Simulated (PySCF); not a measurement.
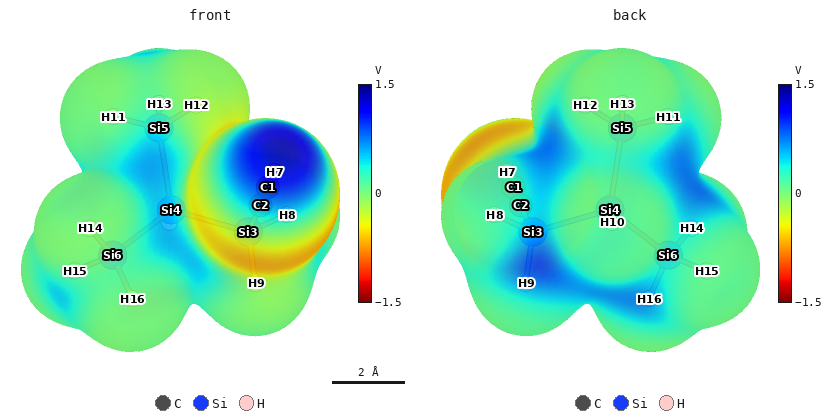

*C2H10Si4 (SMILES C#C[SiH2][SiH]([SiH3])[SiH3]). The electrostatic potential painted on the density surface at 0.001 e/bohr³, seen from the front and from behind; red is negative and blue positive.*

Geometry: GFN2-xTB.

Computed with PBE0/pcSseg-1, SCF density, gas phase, non-relativistic in PySCF.

```xyz
16

C     3.0596    0.0725    1.3779
C     2.4601   -0.1384    0.3573
Si    1.5043   -0.4363   -1.1987
Si   -0.7508    0.0017   -0.7684
Si   -1.0765    2.0852    0.2154
Si   -1.7971   -1.7457    0.3568
H     3.5941    0.2525    2.2667
H     2.1306    0.4298   -2.2084
H     1.8017   -1.8257   -1.5782
H    -1.3690    0.0620   -2.1183
H    -2.0129    2.0179    1.3413
H     0.1810    2.6238    0.7383
H    -1.6173    3.0933   -0.6989
H    -1.9789   -1.4260    1.7752
H    -3.1230   -2.0750   -0.1710
H    -1.0136   -2.9827    0.3016
```

Where is the surface potential most negative and most positive?

Answer. The most negative region (about −0.7 V) lies over C1 and C2, the most positive (about +1.3 V) over H7.
